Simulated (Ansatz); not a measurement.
Consider C28H26F4O3S.

Input

```
crystal:
  periodic: [false, false, false]
  atoms:
    - {symbol: O, position_ang: [-0.816923, 0.749084, -0.343027]}
    - {symbol: S, position_ang: [0.353984, 0.499986, 0.518148]}
    - {symbol: O, position_ang: [1.399536, 1.513273, 0.706318]}
    - {symbol: O, position_ang: [1.012905, -0.981124, 0.214557]}
    - {symbol: C, position_ang: [-0.277870, -0.029340, 2.235864]}
    - {symbol: F, position_ang: [0.701852, -0.707138, 2.861619]}
    - {symbol: F, position_ang: [-1.325752, -0.860483, 2.033976]}
    - {symbol: C, position_ang: [-0.711249, 1.197734, 3.101754]}
    - {symbol: F, position_ang: [0.442593, 1.790843, 3.528450]}
    - {symbol: F, position_ang: [-1.318951, 0.654244, 4.209949]}
    - {symbol: C, position_ang: [-1.603567, 2.218227, 2.415319]}
    - {symbol: C, position_ang: [-3.002281, 1.682729, 1.973248]}
    - {symbol: C, position_ang: [-3.971938, 2.730089, 2.559920]}
    - {symbol: C, position_ang: [-3.757523, 4.076343, 1.826770]}
    - {symbol: C, position_ang: [-2.389558, 4.574983, 2.395022]}
    - {symbol: C, position_ang: [-1.962745, 3.424089, 3.334226]}
    - {symbol: C, position_ang: [-3.322166, 3.003339, 3.932658]}
    - {symbol: H, position_ang: [-1.015997, 2.586065, 1.549990]}
    - {symbol: H, position_ang: [-3.070211, 1.575141, 0.874074]}
    - {symbol: H, position_ang: [-3.202842, 0.688732, 2.418024]}
    - {symbol: H, position_ang: [-5.025323, 2.388706, 2.575541]}
    - {symbol: H, position_ang: [-3.744116, 3.946614, 0.725544]}
    - {symbol: H, position_ang: [-4.575046, 4.788156, 2.059593]}
    - {symbol: H, position_ang: [-1.635546, 4.773677, 1.607060]}
    - {symbol: H, position_ang: [-2.511715, 5.512633, 2.973957]}
    - {symbol: H, position_ang: [-1.158946, 3.691720, 4.044807]}
    - {symbol: H, position_ang: [-3.262377, 2.107037, 4.579295]}
    - {symbol: H, position_ang: [-3.810955, 3.824606, 4.496178]}
    - {symbol: C, position_ang: [3.366544, 2.000228, -2.928832]}
    - {symbol: C, position_ang: [1.996345, 1.807717, -3.157473]}
    - {symbol: C, position_ang: [1.341123, 0.687676, -2.626701]}
    - {symbol: C, position_ang: [2.053921, -0.259516, -1.864949]}
    - {symbol: C, position_ang: [1.335750, -1.415767, -1.163860]}
    - {symbol: C, position_ang: [0.060550, -1.909772, -1.858571]}
    - {symbol: C, position_ang: [0.016268, -2.048646, -3.259815]}
    - {symbol: C, position_ang: [-1.112307, -2.594524, -3.887882]}
    - {symbol: C, position_ang: [-2.212541, -3.013252, -3.124965]}
    - {symbol: C, position_ang: [-2.171427, -2.882733, -1.728665]}
    - {symbol: C, position_ang: [-1.042744, -2.340291, -1.099525]}
    - {symbol: C, position_ang: [2.247089, -2.635342, -0.950348]}
    - {symbol: C, position_ang: [2.898926, -3.208024, -2.060644]}
    - {symbol: C, position_ang: [3.704000, -4.342936, -1.905690]}
    - {symbol: C, position_ang: [3.869509, -4.925238, -0.637917]}
    - {symbol: C, position_ang: [3.225095, -4.357366, 0.469651]}
    - {symbol: C, position_ang: [2.417545, -3.218545, 0.317844]}
    - {symbol: C, position_ang: [3.426971, -0.051192, -1.628007]}
    - {symbol: C, position_ang: [4.079328, 1.068784, -2.157711]}
    - {symbol: H, position_ang: [3.878575, 2.881206, -3.345036]}
    - {symbol: H, position_ang: [1.426542, 2.539237, -3.750177]}
    - {symbol: H, position_ang: [0.261815, 0.561355, -2.786057]}
    - {symbol: H, position_ang: [0.866858, -1.717720, -3.872932]}
    - {symbol: H, position_ang: [-1.130456, -2.689028, -4.984425]}
    - {symbol: H, position_ang: [-3.100099, -3.438304, -3.617745]}
    - {symbol: H, position_ang: [-3.028376, -3.205480, -1.117886]}
    - {symbol: H, position_ang: [-1.023735, -2.238437, -0.007404]}
    - {symbol: H, position_ang: [2.785494, -2.755356, -3.056332]}
    - {symbol: H, position_ang: [4.209072, -4.774746, -2.783236]}
    - {symbol: H, position_ang: [4.502087, -5.817466, -0.515857]}
    - {symbol: H, position_ang: [3.351685, -4.800063, 1.469634]}
    - {symbol: H, position_ang: [1.925182, -2.771292, 1.190884]}
    - {symbol: H, position_ang: [3.986066, -0.773070, -1.015626]}
    - {symbol: H, position_ang: [5.152071, 1.217900, -1.962578]}
basis:
  gaussian: {orbitals: def2-SVP, fitting: {mean_field: def2-universal-jkfit}, initial_orbitals: start.molden}
hamiltonian: {xc: pbe0, dispersion: d4}
scf: {omitted_lower_state_checks: [starts]}
output: {orbitals: {seedname: orbitals}}
```

Command:

```sh
ansatz run in.yaml --threads 2 --pin off --events-out ev --progress --plain --max-ram 32768MiB --backend cuda --devices 0, --max-vram 18GiB
```

Geometry: PBE-D4/def2-SVP.

Level of theory: Ansatz 0.2.0, RKS PBE0-D4/def2-SVP.

Q: Predict the electron density and electron localisation function between the atoms.

A: C–C (1.40 Å): the density is about 2 e/Å³ at the midpoint; the ELF peaks at about 0.95 between the atoms (localised, covalent bonding).
C–H (1.11 Å): the density is about 1.9 e/Å³ at the midpoint; the ELF climbs to about 1 towards the hydrogen, as it does in any bond to H; an ordinary covalent bond to hydrogen.

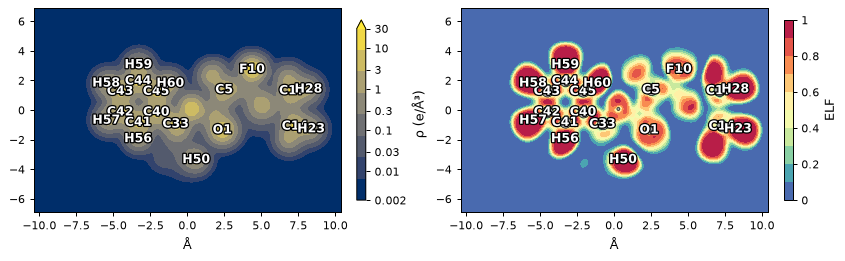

Computed electron density and electron localisation function on the plane of atoms C33, C40 and C45, in this order. Grey discs cover the atomic cores in the ELF map. 
